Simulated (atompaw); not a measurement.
**A PAW (atompaw) potential for copper, from input to tests**

Task: generate the file, and judge it by its logarithmic derivatives, its ghosts and its cutoff.

The numbers are computed with atompaw 4.2.0.5 (PBEsol, scalar-relativistic, spin-unpolarised reference atom).

3 further runs of the same task are left out: 1 that didn't finish, 2 set aside as unsound or not needed.

## 1. Starting point

The settings as typed:

* element: copper (Cu, Z = 29)
* type: PAW
* frozen core: [Ar]
* valence charge: 11
* reference configuration: 3d10 4s0 4p1
* partial waves: 4s (bound, empty): rc 1.75 bohr; 4s channel at 0.4 Ry: rc 1.75 bohr; 4p (bound): rc 3.00 bohr; 4p channel at 0.25 Ry: rc 3.00 bohr; 3d (bound): rc 1.05 bohr; 3d channel at 3.65 Ry: rc 1.05 bohr
* local potential: ultrasoft scheme with l = 3 at 0.5 Ry, radius 2.65 bohr
* core correction: smooth core density matched at 1.95 bohr
* augmentation charge: besselshape compensation charge, radius 2.20 bohr; PAW radius 3.00 bohr; waves and projectors: custom rrkj vanderbiltortho

## 2. Generating the potential

Input file Cu.input:

```
Cu 29
GGA-PBESOL scalarrelativistic loggrid 1500 logderivrange -3 5 201
4 4 3 0 0 0
4 0 0
4 1 1
0 0 0
c
c
c
v
c
c
v
v
2
3.00 2.20 2.65 1.95
y
0.4
n
y
0.25
n
y
3.65
n
custom rrkj vanderbiltortho besselshape
3 0.5 ultrasoft
1.75
1.75
3.00
3.00
1.05
1.05
PWSCFOUT
UPFDX 0.0125d0 UPFXMIN -7.d0 UPFZMESH 29.d0
END
```

On the command line:

```bash
$ atompaw < Cu.input > Cu.log
```

Output in the file Cu (summary file):

```text
 Completed calculations for Cu (AE)

 Exchange-correlation type: GGA, Perdew-Burke-Ernzerhof modified (PBEsol)

 Radial integration grid is logarithmic 
 r0 =   2.8831811E-04 h =   8.3612251E-03   n =      1500 rmax =   8.0000000E+01

 Scalar relativistic calculation

 AEatom converged in  45 iterations
   nz     =  29.00
   delta  =       3.069581307561E-14

 All Electron Orbital energies:         
  n  l      occupancy      energy
  1  0      2.0000000E+00 -6.5010315E+02
  2  0      2.0000000E+00 -7.8159671E+01
  3  0      2.0000000E+00 -8.5654340E+00
  4  0      0.0000000E+00 -4.4541337E-01
  2  1      6.0000000E+00 -6.7501516E+01
  3  1      6.0000000E+00 -5.4499865E+00
  4  1      1.0000000E+00 -1.2528183E-01
  3  2      1.0000000E+01 -5.2765154E-01

 Total energy
   Total                    :    -3306.67435927504539

 ---
 Completed calculations for Cu (SC)

 Exchange-correlation type: GGA, Perdew-Burke-Ernzerhof modified (PBEsol)

 Radial integration grid is logarithmic 
 r0 =   2.8831811E-04 h =   8.3612251E-03   n =      1500 rmax =   8.0000000E+01

 Scalar relativistic calculation

 SCatom converged in   4 iterations
   nz     =  29.00
   delta  =       2.581266624517E-14

 Valence Electron Orbital energies:         
  n  l      occupancy      energy
   4  0      0.0000000E+00 -4.4541337E-01
   4  1      1.0000000E+00 -1.2528183E-01
   3  2      1.0000000E+01 -5.2765154E-01

 Total energy
   Total                    :    -3306.67435927532733
   Valence                  :     -209.95612556364816

 PAW parameters: 
       lmax =            2
         rc =    3.0172157082819684     
        irc =         1108
   rc_shape =    2.2142959144224030     
    rc_vloc =    2.6615357619877389     
    rc_core =    1.9532579194432786     
   Vloc: Non norm-conserving form with l= 3;e=   5.0000E-01
   Projector type: RRKJ pseudization + Vanderbilt ortho.
   Bessel compensation charge shape zeroed at   2.2143E+00

 Number of basis functions     6
 No.   n  nodes  l      Energy         Cp coeff         Occ
  1    4    3    0   -0.4454134E+00  0.4040978E+03  0.0000000E+00
  2  999    4    0    0.4000000E+00  0.3938543E+00  0.0000000E+00
  3    4    2    1   -0.1252818E+00  0.1369167E+04  0.1000000E+01
  4  999    3    1    0.2500000E+00  0.1276775E+03  0.0000000E+00
  5    3    0    2   -0.5276515E+00 -0.6002889E+00  0.1000000E+02
  6  999    1    2    0.3650000E+01 -0.3785877E+00  0.0000000E+00

 Eigenvalues of overlap operator (in the basis of projectors):
    1        4.87380377E-03
    2        3.70039164E-01
    3        2.25419736E+00
    4        1.28218662E+01
    5        2.94497135E+02
    6        5.04448235E+02

 Orbital leakage outside PAW augmentation regions
   orb  is_core?  %out_of_sphere
   1 0    T           0.00
   2 0    T          -0.00
   3 0    T           0.00
   4 0    F          36.35
   2 1    T          -0.00
   3 1    T           0.00
   4 1    F          74.48
   3 2    F           1.71

 Summary of PAW energies
   Total valence energy     :   -209.95612747432847
   Smooth energy            :     80.00705307577867
   One center               :   -289.96318055010715
   Smooth kinetic           :     81.89180773908149
   Vloc energy              :      6.72336147748714
   Smooth exch-corr         :    -10.45986493616253
   One-center xc            :   -121.73190126370461
```

It took 7.7 s on 1 thread, shared host.

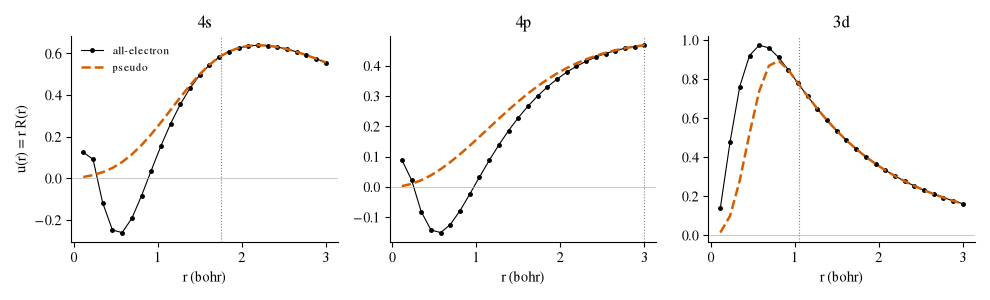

All-electron and pseudo partial waves (4s, 4p, 3d), with the matching radii dotted. The curves join 26 sampled radii, too few to resolve the innermost nodes.

## 3. Logarithmic derivatives

Taken from the files of the generation run. The phase is arctan(r·u′/u) with u = r·R, unwrapped, with energies in Ry. A pole is an energy at which the radial function vanishes at the test radius. The pseudo phase is shifted by a multiple of π to meet the all-electron one at the reference energy. Levels narrower than the energy grid can be missing from the poles. The last column is the largest difference on the grid between −1 and +1 Ry.

| channel | radius (bohr) | reference (Ry) | poles AE | poles PS | window around the reference with phases within 0.05 rad (Ry) | largest difference near zero (rad) |
| --- | --- | --- | --- | --- | --- | --- |
| s | 3.02 | -0.45 | 0.37 | 0.37 | the whole range | 0.000 |
| p | 3.02 | -0.13 | 1.22 | 1.22 | below 2.8 | 0.000 |
| d | 3.02 | -0.53 | -0.48, 2.81 | -0.48, 2.81 | the whole range | 0.021 |

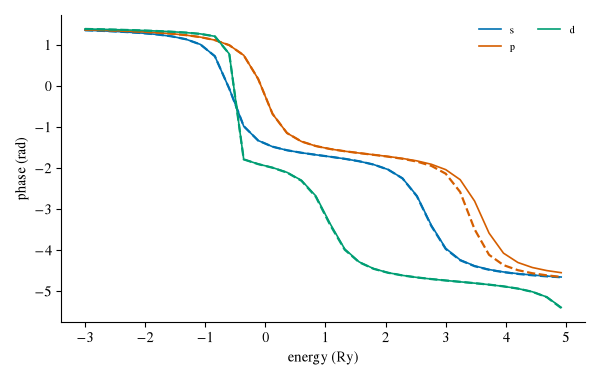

Phases by channel: all-electron solid, pseudo dashed.

## 4. Plane-wave convergence, by spherical Bessel functions

A separate test, outside the generator: the pseudo-atom's Hamiltonian at the reference potential is diagonalised in spherical Bessel functions j_l(qr) that vanish at 20 bohr, with q² up to the cutoff.

All-electron valence levels (Ry): 4s -0.4454, 4p -0.1253, 3d -0.5277. The lowest levels of each channel (Ry) by cutoff; the last column sums, over occupied levels, occupation times the distance from the level at 400 Ry. A positive value at high cutoff is not a bound level.

| cutoff (Ry) | s #1 | p #1 | d #1 | f #1 | Σ f·Δε (mRy) |
| --- | --- | --- | --- | --- | --- |
| 8 | -0.4374 | -0.1253 | 0.0293 | 0.0871 | 5568.5 |
| 21 | -0.4453 | -0.1253 | 0.0279 | 0.0871 | 5555.0 |
| 45 | -0.4454 | -0.1253 | -0.1928 | 0.0871 | 3348.2 |
| 90 | -0.4454 | -0.1253 | -0.5248 | 0.0871 | 27.9 |
| 140 | -0.4454 | -0.1253 | -0.5271 | 0.0871 | 5.3 |
| 160 | -0.4454 | -0.1253 | -0.5274 | 0.0871 | 1.8 |
| 230 | -0.4454 | -0.1253 | -0.5275 | 0.0871 | 0.5 |
| 300 | -0.4454 | -0.1253 | -0.5276 | 0.0871 | 0.1 |
| 400 | -0.4454 | -0.1253 | -0.5276 | 0.0871 | 0.0 |

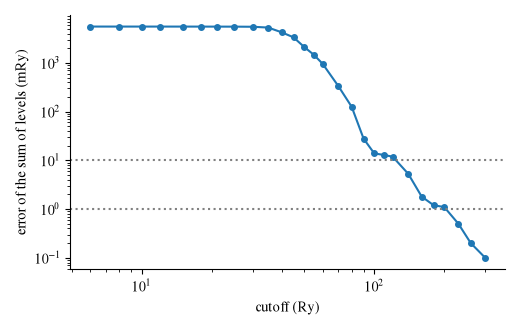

Occupation-weighted error of the valence levels against the cutoff; the dotted lines mark 10 and 1 mRy.

The sum stays within 10 mRy from 140 Ry and within 1 mRy from 230 Ry. The sum leaves out empty levels, which can need more. Ghost test: no level below the all-electron spectrum of its channel (s, p, d, f tested).

## 5. Outcome

```
                                                quantity                     value
               cutoffs for 10 and 1 mRy, occupied levels         140 Ry and 230 Ry
                                            bound ghosts                none found
largest phase difference near zero energy, channels read                 0.021 rad
         lowest eigenvalue of the overlap (Bessel basis)                 0.653 (s)
        share of valence orbitals outside the PAW sphere  4s 36 %, 4p 74 %, 3d 2 %
                                                UPF file                   written
```

In words: By its cutoff, 140 Ry for the looser tolerance, it is very hard. The slowest occupied level is 3d: taken alone it needs 140 Ry to come within 1 mRy, against 6 Ry or less for 4p. No bound ghost shows below the valence levels. Near zero energy the phases of the channels with partial waves agree within 0.021 rad. All of this concerns the isolated atom, not yet a solid.
